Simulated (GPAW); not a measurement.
Consider Sn (Fd-3m).

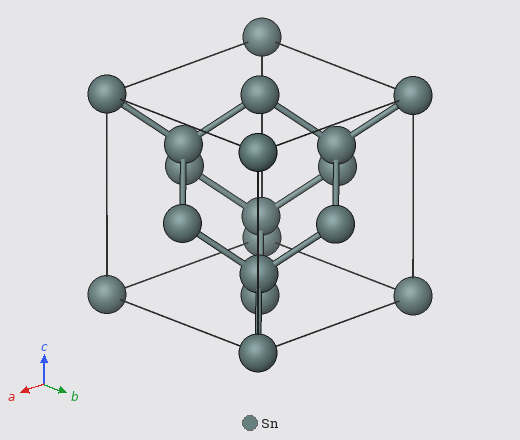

The structure (tin teal). Bonds to atoms that aren't drawn are left out. Some periodic images of atoms are drawn too.

```xyz
2
Lattice="0.0000 3.2333 3.2333 3.2333 0.0000 3.2333 3.2333 3.2333 0.0000" Properties=species:S:1:pos:R:3 pbc="T T T"
Sn    4.8500    4.8500    4.8500
Sn    3.2333    3.2333    3.2333
```

Absorber: atom 1, with 4 Sn at 2.80 Å (tetrahedral, site symmetry -43m). Method: GPAW, PBE, excited-electron core hole (neutral cell), 8-atom cell with 6.5 Å between holes, 4×4×4 k points, dipole transitions, Gaussian full width 8.49 eV.

The database entry behind the starting cell differs from later determinations by our own check (about 0.3 % short, nanocrystals), so it need not match the best structure at ambient conditions.

Predict the near-edge structure at the Sn K edge.

Main maxima up to 28 eV above the zero (height): 5.0 eV (1.20). A K edge sees empty p states on the absorber. 

The Sn K spectrum (energy from the lowest empty level; intensity scaled to a mean of 1 over the first 20 eV):

```csv
E (eV),intensity
-2.0,0.46
-0.5,0.69
1.0,0.92
2.5,1.09
4.0,1.19
5.5,1.20
7.0,1.16
8.5,1.08
10.0,0.99
11.5,0.92
13.0,0.88
14.5,0.87
16.0,0.89
17.5,0.92
19.0,0.94
20.5,0.94
22.0,0.94
23.5,0.94
25.0,0.95
26.5,0.96
28.0,0.97
29.5,0.98
31.0,0.98
```

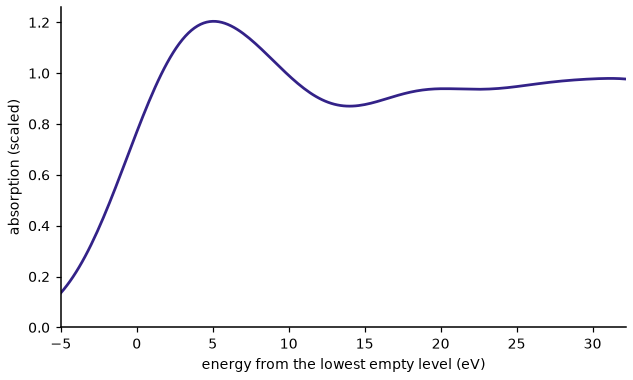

The Sn K edge.

The script folds with a Gaussian, whereas the core hole's own line is a Lorentzian, so the onset is too steep and the first peak too high. Lifetime broadening is put in by hand, and intensities beyond about 20 eV depend on it and on the partial waves. The structure is a published determination, not relaxed.

[Banner, clock and machine lines of the logs are left out without a mark of their own.]

[Logs are printed without paths, hosts, clocks, repeated set-up lines and the standing remarks that a program may print on its own settings, such as how far it seeks lower states.]

[Hosts, paths, dates, database ids (printed as entryN), source tags and the programs' standing remarks are cut or masked in the printed files.]

[Lists of maxima count a maximum above −3 eV only where it reaches 4 % of the highest in the window and stands out from its surroundings by 2 % of it (1.5 % where it reaches 55 %); shoulders and weaker maxima are passed over, and of the rest the first, up to two pre-edge ones and the few strongest are named.]
